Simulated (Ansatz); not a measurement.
| atom | x (Å) | y (Å) | z (Å) |
| --- | --- | --- | --- |
| Ge | 0.6283 | 0.1960 | -0.2517 |
| O | -0.3888 | 0.0846 | 2.3057 |
| H | -1.2189 | 0.4166 | 1.9041 |
| Cl | 1.4386 | 0.2470 | -2.2826 |
| Cl | -1.2354 | 1.3594 | -0.3864 |
| H | 0.2982 | -1.2763 | 0.0353 |
| H | 1.6548 | 0.9585 | 0.6066 |
| H | -0.0459 | 0.8773 | 2.7610 |

All numbers below come from Ansatz 0.2.0, RKS PBE-D4/def2-SVP.

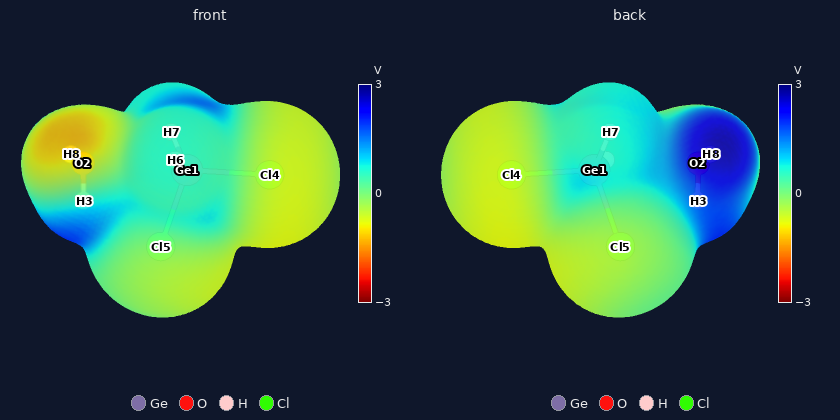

Cl$_{2}$GeH$_{2}$···H$_{2}$O. The electrostatic potential painted on the density surface at 0.002 e/bohr³, seen from the front and from behind; red is negative and blue positive.

Where is the surface potential most negative and most positive?

The most negative region (about −1.1 V) lies over O2, the most positive (about +2.6 V) over H8. O2 is the likeliest acceptor of a hydrogen bond.
